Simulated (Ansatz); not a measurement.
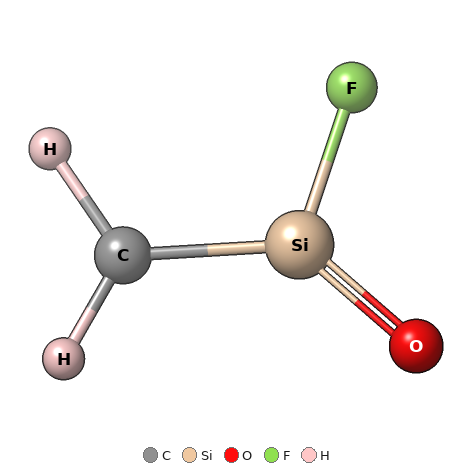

Figure made from data computed with Ansatz.

Orthographic view. Distant atoms are faded towards the background colour. The species has charge −1 and is a spin singlet. Geometry: moved along internal coordinates away from the minimum.

Question: Write the InChI string.

Answer: InChI=1S/CH2FOSi/c1-4(2)3/h1H2/q-1
